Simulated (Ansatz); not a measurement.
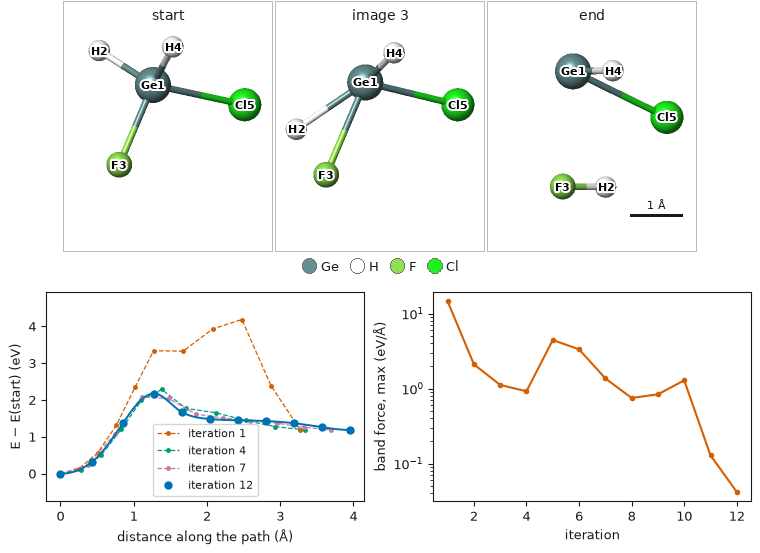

A search for the minimum-energy path of GeH₂ClF by the nudged elastic band. Images are numbered from 0 (start) to 10 (end). The plot follows the band through its iterations. A ball-and-stick model, seen from a free direction.

Method: RKS PBE/def2-SVP (Ansatz).

The input:
```yaml
crystal:
  periodic: [false, false, false]
  atoms:
    - { symbol: Ge, position_ang: [0.185751, 0.018729, 0.225304] }
    - { symbol: H, position_ang: [0.205374, -0.071581, 1.766958] }
    - { symbol: F, position_ang: [1.853569, -0.013079, -0.312634] }
    - { symbol: H, position_ang: [-0.468827, 1.268441, -0.403427] }
    - { symbol: Cl, position_ang: [-0.775467, -1.749211, -0.568201] }
basis:
  gaussian: { orbitals: def2-SVP }
hamiltonian:
  xc: pbe
neb:
  order_check: false
  images: 9
  f_tol: 0.05
  max_iterations: 60
  final_atoms:
    - { symbol: Ge, position_ang: [-0.65249848, 0.64558794, 0.62933939] }
    - { symbol: H, position_ang: [1.15484124, -0.84222736, 0.34651976] }
    - { symbol: F, position_ang: [1.52351034, -0.00102997, 0.68774399] }
    - { symbol: H, position_ang: [-0.3614334, 1.21491625, -0.85942226] }
    - { symbol: Cl, position_ang: [-0.66401971, -1.56394786, -0.09618088] }
  initial_path:
    images:
      - { positions_ang: [[0.185751, 0.018729, 0.225304], [0.205374, -0.071581, 1.766958], [1.853569, -0.013079, -0.312634], [-0.468827, 1.268441, -0.403427], [-0.775467, -1.749211, -0.568201]] }
      - { positions_ang: [[0.14852531, 0.0149668, 0.18033749], [0.35795506, -0.05708077, 1.70514299], [1.84533829, -0.01045328, -0.15034077], [-0.52138759, 1.26763671, -0.42567878], [-0.83003108, -1.76177046, -0.60146093]] }
      - { positions_ang: [[0.11129963, 0.01120459, 0.13537098], [0.51053611, -0.04258054, 1.64332798], [1.83710759, -0.00782755, 0.01195246], [-0.57394818, 1.26683241, -0.44793055], [-0.88459515, -1.77432992, -0.63472087]] }
      - { positions_ang: [[0.07407394, 0.00744239, 0.09040446], [0.66311717, -0.0280803, 1.58151298], [1.82887688, -0.00520183, 0.17424569], [-0.62650877, 1.26602812, -0.47018233], [-0.93915923, -1.78688938, -0.6679808]] }
      - { positions_ang: [[0.03684826, 0.00368019, 0.04543795], [0.81569822, -0.01358007, 1.51969797], [1.82064618, -0.0025761, 0.33653892], [-0.67906936, 1.26522383, -0.49243411], [-0.9937233, -1.79944884, -0.70124073]] }
      - { positions_ang: [[-0.00037743, -8.202e-05, 0.00047144], [0.96827928, 0.00092016, 1.45788296], [1.81241547, 4.962e-05, 0.49883215], [-0.73162995, 1.26441953, -0.51468589], [-1.04828738, -1.8120083, -0.73450066]] }
      - { positions_ang: [[-0.13080164, 0.12905197, 0.12624503], [1.00559167, -0.16770934, 1.23561032], [1.75463445, -0.00016629, 0.53661452], [-0.65759064, 1.25451887, -0.58363316], [-0.97143384, -1.76239621, -0.60683671]] }
      - { positions_ang: [[-0.26122585, 0.25818596, 0.25201862], [1.04290407, -0.33633885, 1.01333768], [1.69685342, -0.00038221, 0.57439689], [-0.58355133, 1.24461822, -0.65258044], [-0.89458031, -1.71278412, -0.47917275]] }
      - { positions_ang: [[-0.39165006, 0.38731996, 0.37779221], [1.08021646, -0.50496835, 0.79106504], [1.63907239, -0.00059813, 0.61217926], [-0.50951202, 1.23471756, -0.72152771], [-0.81772678, -1.66317203, -0.3515088]] }
      - { positions_ang: [[-0.52207427, 0.51645395, 0.5035658], [1.11752885, -0.67359786, 0.5687924], [1.58129137, -0.00081405, 0.64996162], [-0.43547271, 1.2248169, -0.79047498], [-0.74087324, -1.61355995, -0.22384484]] }
      - { positions_ang: [[-0.65249848, 0.64558794, 0.62933939], [1.15484124, -0.84222736, 0.34651976], [1.52351034, -0.00102997, 0.68774399], [-0.3614334, 1.21491625, -0.85942226], [-0.66401971, -1.56394786, -0.09618088]] }
```

Run as
```bash
ansatz run input.yaml --threads 1 --pin off --max-ram 2048MiB --backend cpu --events-out ev --progress --plain --runs-dir out
```

Did the band converge, and can the barrier be trusted?

Answer. The result is final at these settings. The band converged in 12 iterations. The largest component of the band force went from 15 to 0.042 eV/Å. The climbing image converged on the top of the path. Its vibrational analysis gives one imaginary mode (1094i cm⁻¹), as a transition state must have. The first iteration put the highest image at 4.19 eV. The energy climbs by 2.18 eV to image 3 and then falls by 0.99 eV, so the end point sits at +1.19 eV.

The run took 3.1 min on 1 thread of Arm Neoverse V1 (shared host), peak memory 0.13 GiB.
